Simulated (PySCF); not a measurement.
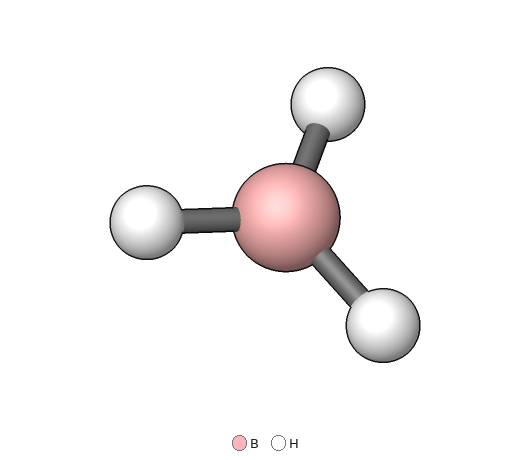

The lowest structure found in a search from several start shapes; its vibrations show a minimum. The species is neutral and a spin singlet. Method: RKS-based PBE0, B def2-TZVP, H def2-TZVP; non-relativistic; density fitting (PySCF 2.14.0).

Name the molecular shape and give the angles at the centre.

BH₃ is trigonal planar (D3h), with an angle of 120° at B.

Does VSEPR predict this?

The centre has 3 ligands and 0 lone pairs (AX3), for which VSEPR expects a trigonal planar shape. The calculation agrees.
